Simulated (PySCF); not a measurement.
**C5H15BN2Si: density, localisation and related maps**

The calculation's input:

```
{"job": {"kind": "nmr", "xc": "PBE0", "basis": "pcSseg-1"}, "charge": 0, "multiplicity": 1}
C      1.967274     1.209503    -0.689082
B      1.410650    -0.202411    -0.227633
C      2.278371    -1.083565     0.763482
C      0.016497    -0.702987    -0.657615
C     -0.768641    -0.047124    -1.813769
C     -2.026834     0.466848    -1.080225
Si    -1.306274    -0.057290     0.608734
N     -1.945378    -1.288827     1.636371
N     -1.041458     1.276370     1.673446
H      2.763522     1.590398    -0.052405
H      1.190238     1.970810    -0.740738
H      2.382360     1.130309    -1.694564
H      2.622598    -0.510244     1.623219
H      1.751026    -1.958139     1.138650
H      3.178894    -1.438189     0.261708
H     -0.047114    -1.789735    -0.713398
H     -1.006869    -0.760180    -2.602669
H     -0.210483     0.772113    -2.262613
H     -2.212883     1.526900    -1.236345
H     -2.928214    -0.060513    -1.387476
H     -2.247912    -2.152952     1.218493
H     -2.596060    -1.002515     2.348712
H     -0.546573     2.070765     1.301624
H     -0.688472     1.060419     2.591645
```

Run with:

```sh
OMP_NUM_THREADS=1 python probes_run.py task.json out
```

Geometry: GFN2-xTB.

All numbers below come from PBE0/pcSseg-1, SCF density, gas phase, non-relativistic (PySCF 2.14.0).

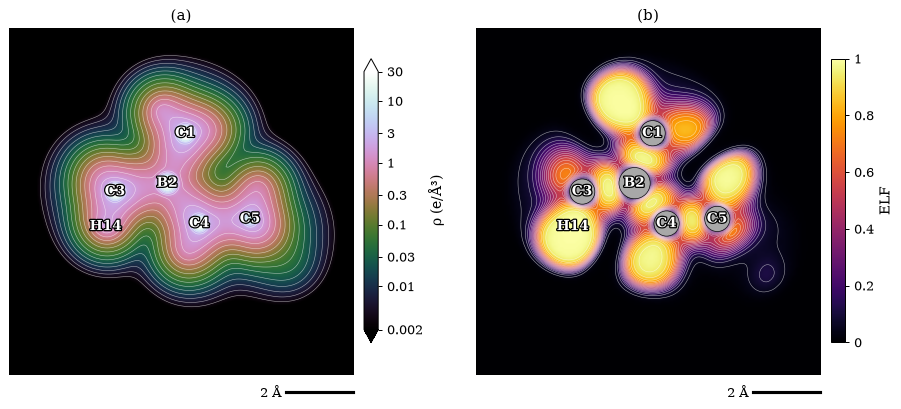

Figure 1. (a) electron density; (b) electron localisation function on the plane of atoms C1, B2 and C3. Grey discs cover the atomic cores in the ELF map.

### Describe what can be read from this map.

Atoms in the plane: C, B and H. C–B (1.54 Å): the density is about 1.4 e/Å³ at the midpoint; the ELF peaks at about 0.95 between the atoms: a covalent bond. C–C (1.54 Å): ρ at the midpoint is about 1.6 e/Å³; the ELF peaks at about 0.95 between the atoms (a covalent bond). C–B (1.58 Å): ρ at the midpoint is about 1.4 e/Å³; the ELF peaks at about 1 between the atoms: localised, covalent bonding. C–H (1.09 Å): ρ is about 1.9 e/Å³ halfway; the ELF climbs to about 1 towards the hydrogen, as it does in any bond to H; an ordinary covalent bond to hydrogen.

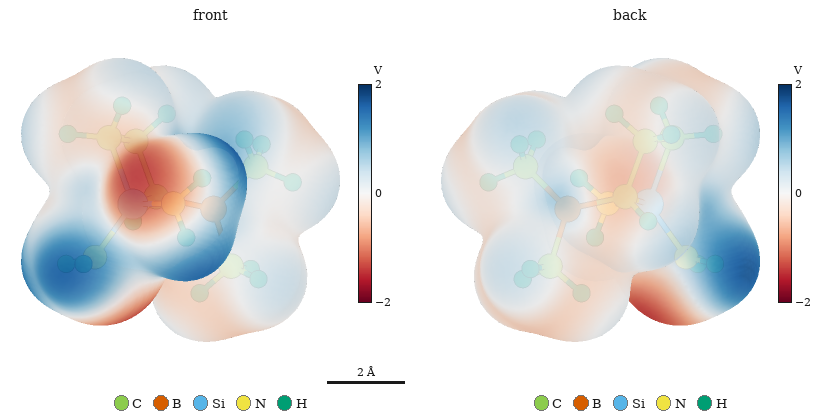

Figure 2. The electrostatic potential painted on the density surface at 0.002 e/bohr³, seen from the front and from behind; the colour scale runs from red (negative) to blue (positive).

### Describe the electrostatic potential map.

The most negative region (about −1.4 V, or −32 kcal/mol for a unit charge) lies over N8 and N9, the most positive (about +1.6 V, or +37 kcal/mol for a unit charge) over H21, H22 and H23.

### What dipole moment does the calculation give?

Its dipole moment is 1.19 D.
